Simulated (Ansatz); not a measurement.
# SiNH5 (singlet): the correlation ladder at twist about Si1–N2 = 73.1°, cc-pVDZ

Aim: climb from Hartree-Fock through coupled cluster and multireference methods for SiNH5 (singlet) at one geometry and basis, and see what each rung misses.

Computed with Ansatz 0.2.0, Gaussian basis. Level: cc-pVDZ, core rule «outside noble gas», up to 6 orbitals frozen.

The runs, in order: UHF; CCSD(T) on RHF; BCCD(T) on RHF; CISD; CCSDT(Q) on RHF; CASSCF and NEVPT2, 2 electrons in 2 orbitals; CASSCF and NEVPT2, 8 electrons in 8 orbitals.

16 further runs of the same task are left out: 13 that didn't finish, 3 set aside as unsound or not needed.

## Step 1: The geometry

The geometry derives from a PBE0/def2-TZVP stationary point (not a proven minimum). One half is turned about the bond named; the halves are rigid.

7 atoms, charge 0, spin multiplicity 1.

Atoms are counted from 1 here; the program's logs count them from 0.

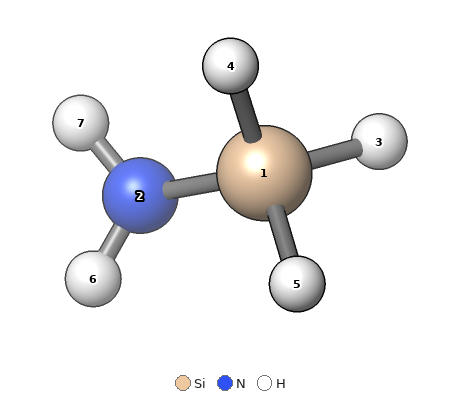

The geometry (silicon light orange, nitrogen blue, hydrogen white); atoms are numbered from 1 in the order of the file.

## Step 2: UHF

in.yaml reads:

```yaml
crystal:
  periodic: [false, false, false]
  atoms:
    - {symbol: Si, position_ang: [-0.019956, -0.011622, 0.572281]}
    - {symbol: N, position_ang: [0.045240, -0.011622, -1.146853]}
    - {symbol: H, position_ang: [0.675664, -1.232307, 1.055501]}
    - {symbol: H, position_ang: [0.675662, 1.209063, 1.055501]}
    - {symbol: H, position_ang: [-1.387138, -0.011623, 1.174922]}
    - {symbol: H, position_ang: [-0.810367, 0.019312, -1.677557]}
    - {symbol: H, position_ang: [0.773588, 0.500901, -1.617487]}
basis:
  gaussian: {orbitals: cc-pVDZ}
magnetization: {spin_polarized: true, initial_magnetization: 0}
hamiltonian: {xc: hf}
output: {orbitals: {seedname: orbitals}}
```

Started as:

```console
$ ansatz run in.yaml --threads 1 --pin off --events-out ev --progress --plain --max-ram 2393MiB
```

After this run come: CCSD(T) on RHF; BCCD(T) on RHF; CISD; CCSDT(Q) on RHF; CASSCF and NEVPT2, 2 electrons in 2 orbitals; CASSCF and NEVPT2, 8 electrons in 8 orbitals.

**Question.** What will the summary of the whole plan be? Wanted: RCCSDT(Q) below the RHF energy; RMP2 from RCCSDT(Q); RCCSD from RCCSDT(Q); RCCSD(T) from RCCSDT(Q); NEVPT2 pair from RCCSDT(Q); NEVPT2 frontier from RCCSDT(Q); T1 diagnostic.

**Answer**, as computed:

| quantity | value |
| --- | --- |
| RCCSDT(Q) below the RHF energy | -8.8338 eV |
| RMP2 from RCCSDT(Q) | +1168.0 meV |
| RCCSD from RCCSDT(Q) | +215.5 meV |
| RCCSD(T) from RCCSDT(Q) | +32.6 meV |
| NEVPT2 pair from RCCSDT(Q) | +1195.5 meV |
| NEVPT2 frontier from RCCSDT(Q) | +1378.5 meV |
| levels within 1 kcal/mol (43 meV) | RCCSD(T), BCCD(T), RCCSDT |
| T1 diagnostic | 0.010 |

What this shows: RCCSD(T) lands +32.6 meV from the yardstick (0.4 % of the correlation energy). Of the multireference levels listed NEVPT2 pair comes nearest in total energy (+1195.5 meV), which doesn't show that its space is the better one. These misses are within one basis, not against nature.
